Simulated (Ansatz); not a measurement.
## Electronic structure of BH5OSi2 (SMILES O=B[SiH2][SiH3]) in real space

```yaml
atoms:
  - { symbol: B, position_ang: [1.0564, -1.8025, 1.7560] }
  - { symbol: O, position_ang: [0.7684, -1.6553, 2.9157] }
  - { symbol: Si, position_ang: [1.4812, -2.0225, -0.1772] }
  - { symbol: Si, position_ang: [-0.3246, -1.2195, -1.4442] }
  - { symbol: H, position_ang: [2.7290, -1.2531, -0.4633] }
  - { symbol: H, position_ang: [1.7192, -3.4748, -0.4323] }
  - { symbol: H, position_ang: [-1.5513, -1.9981, -1.1009] }
  - { symbol: H, position_ang: [-0.5407, 0.2246, -1.1325] }
  - { symbol: H, position_ang: [-0.0176, -1.3797, -2.8970] }
```

Geometry: PBE0-D3(BJ)/def2-SVP.

These are results of isolated molecule in a Gaussian basis; Kohn-Sham density functional theory, functional PBE0 (Ansatz), not measurements.

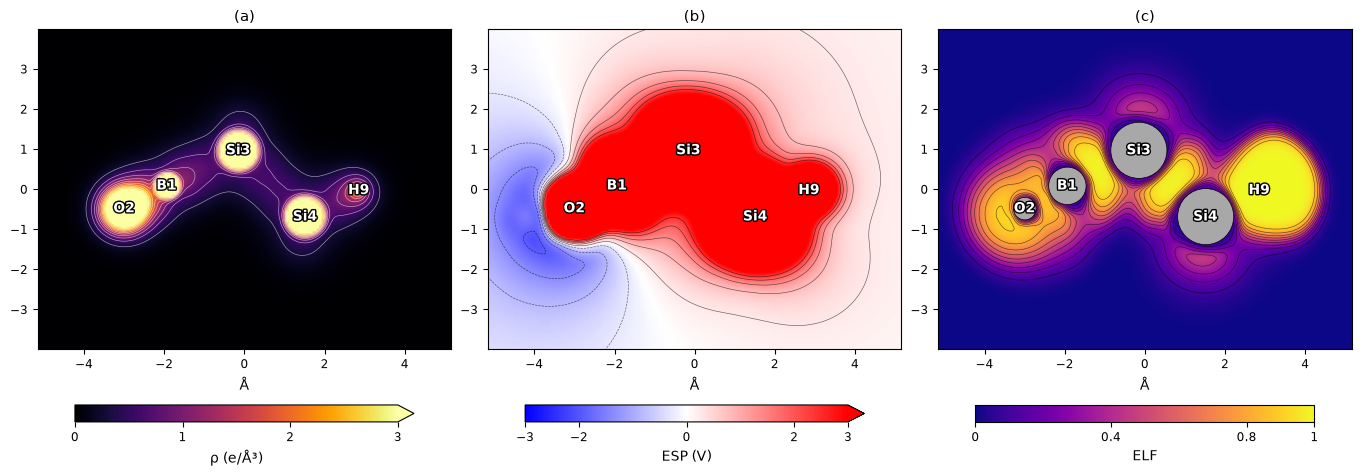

Figure 1. (a) total electron density; (b) electrostatic potential; (c) electron localisation function on the plane of atoms B1, Si3 and Si4. Grey discs cover the atomic cores in the ELF map.

Interpret the plot.

Answer. The section cuts through B, O, Si and H sites. B–O (1.20 Å): ρ is about 3.1 e/Å³ halfway; the ELF peaks at about 0.85 between the atoms: a polar covalent bond. Si–B (1.99 Å): ρ at the midpoint is about 0.78 e/Å³; the ELF peaks at about 1 between the atoms; a shared electron pair. Si–Si (2.35 Å): the density is about 0.62 e/Å³ at the midpoint; the ELF peaks at about 1 between the atoms: a shared electron pair. Si–H (1.49 Å): ρ at the midpoint is about 0.79 e/Å³; the ELF climbs to about 1 towards the hydrogen, as it does in any bond to H. The ELF also peaks beside O2, away from the bonds: lone-pair regions. Outside the dense part of the molecule the potential is most negative (−2.0 V) near O2.

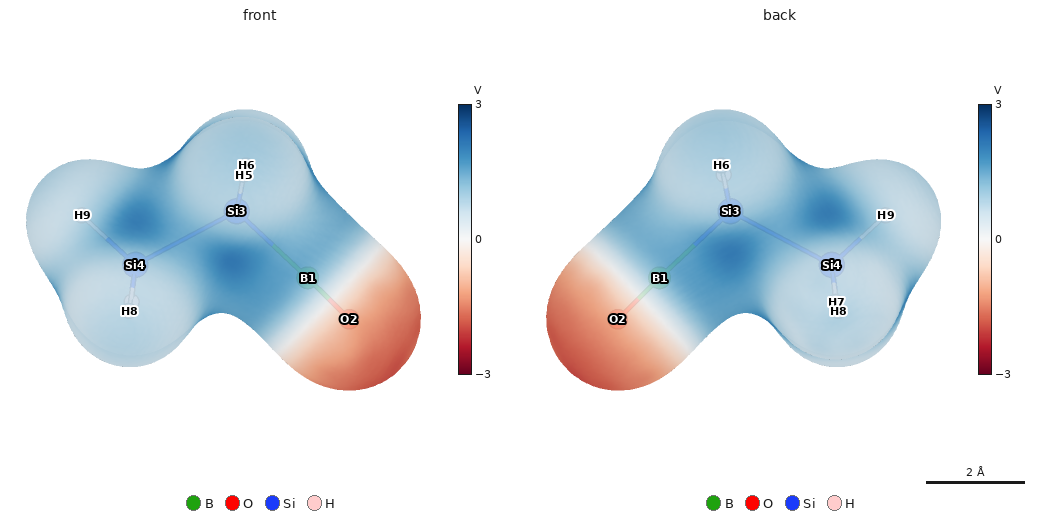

Figure 2. The electrostatic potential painted on the density surface at 0.004 e/bohr³, seen from the front and from behind; the colour scale runs from red (negative) to blue (positive).

Where is the surface potential most negative and most positive?

Answer. The most negative region (about −1.9 V) lies over O2, the most positive (about +2.1 V) over Si3 and Si4. O2 is the likeliest acceptor of a hydrogen bond.

How polar is the molecule by this calculation?

Answer. Its dipole moment is 3.57 D.

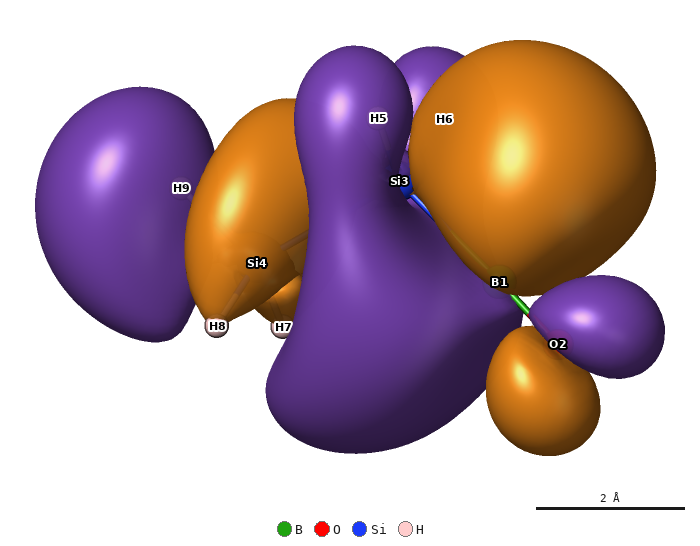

Figure 3. The LUMO at ±0.04 Å⁻³ᐟ² (orange and purple are the two phases), seen at a tilt.

Describe this orbital and give its energy.

Answer. By Hirshfeld shares it lies mainly on B1 (about 30 %), Si3 (about 25 %), Si4 (about 20 %), O2 (about 10 %) and H9 (about 5 %). Its energy is −1.13 eV.
